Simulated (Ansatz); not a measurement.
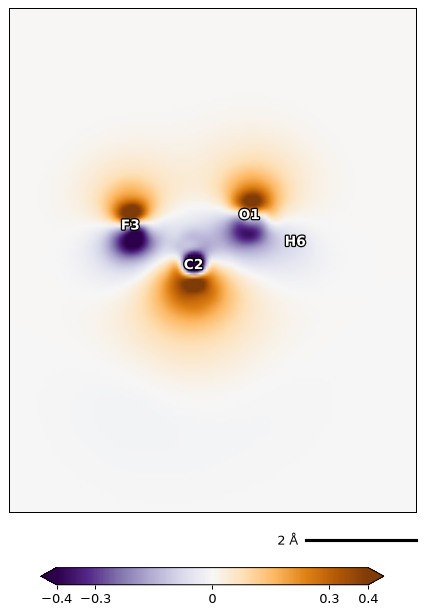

Figure 1: CH4F2GeO. One frontier orbital on the plane of atoms O1, C2 and F3 (values in Å⁻³ᐟ²; the overall sign is arbitrary).

Level of theory: RKS PBE-D4/def2-SVP in Ansatz.

The calculation's input:

```
crystal:
  periodic: [false, false, false]
  atoms:
    - { symbol: O, position_ang: [1.4716, 0.9528, 0.1177] }
    - { symbol: C, position_ang: [0.6248, 0.0889, -0.6073] }
    - { symbol: F, position_ang: [1.3693, -0.9874, -0.9975] }
    - { symbol: F, position_ang: [0.1896, 0.7077, -1.7447] }
    - { symbol: Ge, position_ang: [-0.8344, -0.5475, 0.4966] }
    - { symbol: H, position_ang: [0.8681, 1.8238, 0.2478] }
    - { symbol: H, position_ang: [-1.67188, -1.58943, -0.33204] }
    - { symbol: H, position_ang: [-1.69624, 0.62207, 0.90183] }
    - { symbol: H, position_ang: [-0.25501, -1.30641, 1.7617] }
basis:
  gaussian: { orbitals: def2-SVP }
hamiltonian:
  xc: pbe
  dispersion: d4
relax:
  f_tol: 0.015
  max_steps: 40
output:
  orbitals: {}
```

Command:

```sh
ansatz run input.yaml --threads 2 --pin off --max-ram 3072MiB --backend cpu --events-out ev --progress --plain --runs-dir out
```

The fields are those of the relaxed geometry.

Which orbital is it: HOMO or LUMO?

The HOMO, at −6.88 eV. It lies mainly on O1 (about 30 %), Ge5 (about 20 %), C2 (about 20 %), F4 (about 10 %) and F3 (about 10 %).
